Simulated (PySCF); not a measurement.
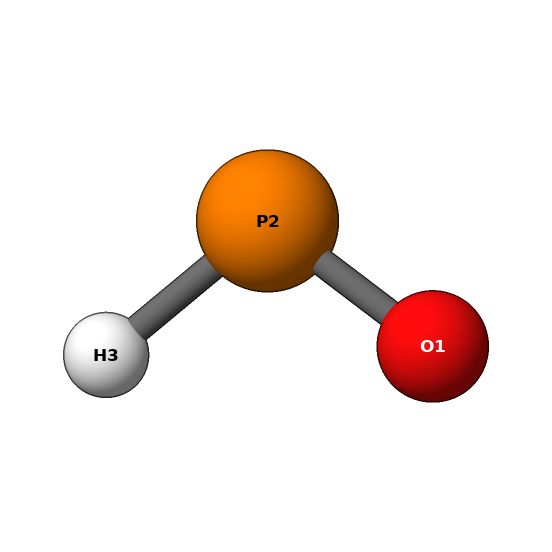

Computed geometry: PBE0-D3(BJ)/def2-SVP optimisation. No frequency run is at hand to confirm it as a minimum. Properties computed with GIAO ωB97X-D/pcSseg-2 NMR shielding, non-relativistic, gas phase (PySCF 2.14.0). Principal shieldings σ11 ≤ σ22 ≤ σ33, span Ω = σ33 − σ11, skew κ = 3(σiso − σ22)/Ω.

Give the shielding tensors of the P atoms.

| atom | σ11 | σ22 | σ33 | σiso | Ω | κ |
| --- | --- | --- | --- | --- | --- | --- |
| P2 | −1420.1 | −98.4 | 115.4 | −467.7 | 1535.5 | −0.72 |

Shieldings and span in ppm.
